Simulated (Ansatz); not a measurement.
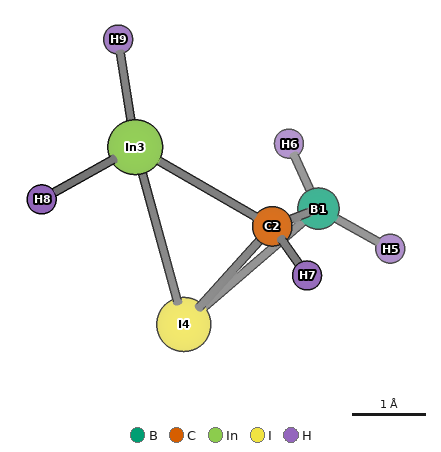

Starting structure of CH$_{5}$BIIn. The picture is a ball-and-stick view, seen at a tilt.

The start comes from GFN2-xTB.

All numbers below come from RKS PBE0-D4/def2-TZVP in Ansatz 0.2.0.

Input file:
```yaml
crystal:
  periodic: [false, false, false]
  atoms:
    - {symbol: B, position_ang: [-0.321170, 1.343620, -0.669770]}
    - {symbol: C, position_ang: [0.634920, 0.121900, -0.558010]}
    - {symbol: In, position_ang: [0.420400, -1.113930, 1.270450]}
    - {symbol: I, position_ang: [-1.264380, -0.833000, -1.270020]}
    - {symbol: H, position_ang: [-0.288430, 2.038990, -1.613200]}
    - {symbol: H, position_ang: [-0.924130, 1.675620, 0.288830]}
    - {symbol: H, position_ang: [1.352560, -0.086120, -1.351340]}
    - {symbol: H, position_ang: [0.569710, -2.825740, 1.230090]}
    - {symbol: H, position_ang: [-0.179480, -0.321330, 2.672980]}
basis:
  gaussian: {orbitals: def2-TZVP}
hamiltonian: {xc: pbe0, dispersion: d4}
relax: {f_tol: 0.005, max_steps: 150}
```

Run as
```bash
ansatz run in.yaml --threads 4 --pin off --events-out ev --progress --plain --max-ram 10444MiB
```

### Predict the outcome.

The atom that moves furthest after the best rigid fit is H8 (0.62 Å). By element the largest moves are H 0.62 Å, I 0.32 Å, C 0.22 Å, B 0.11 Å, In 0.07 Å. Among the contacts that change: In3–I4 3.061 → 3.269 Å, B1–I4 2.447 → 2.510 Å, C2–In3 2.217 → 2.172 Å, B1–H5 1.172 → 1.199 Å. Among the angles between lasting bonds that change: I4–In3–H8 96.9° → 113.3°, I4–In3–H9 116.3° → 103.9°, In3–C2–I4 86.7° → 96.2°. After 10 geometry steps the energy has fallen by 15.0 kJ/mol. Largest force component: 0.59 eV/Å at the start, 0.004 eV/Å at the end.

History of the run:

| step | E − E(0), kJ/mol | largest force component, eV/Å |
| --- | --- | --- |
| 0 | 0.00 | 0.5934 |
| 1 | -7.99 | 0.5828 |
| 2 | -11.94 | 0.2330 |
| 3 | -13.08 | 0.1033 |
| 4 | -14.36 | 0.0989 |
| 5 | -14.67 | 0.0971 |
| 6 | -14.93 | 0.0506 |
| 7 | -14.96 | 0.0154 |
| 8 | -14.97 | 0.0044 |
| 9 | -14.97 | 0.0059 |
| 10 | -14.97 | 0.0040 |

The structure at the end:

```xyz
9

B    -0.2280    1.4000   -0.6611
C     0.4495    0.0128   -0.5199
In    0.3956   -1.1687    1.3016
I    -1.5230   -0.6544   -1.2952
H    -0.0539    2.0559   -1.6492
H    -0.8665    1.8419    0.2504
H     1.1319   -0.3019   -1.3086
H     1.1791   -2.6988    1.2759
H    -0.4847   -0.4867    2.6061
```

The end point in the same view:

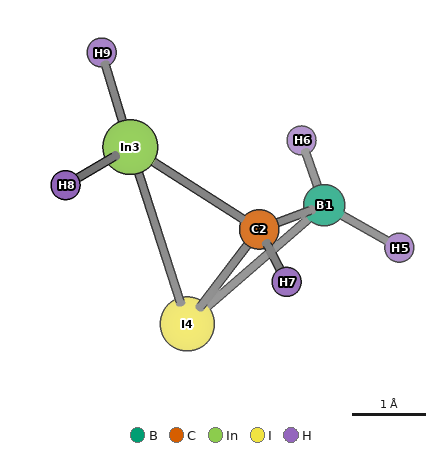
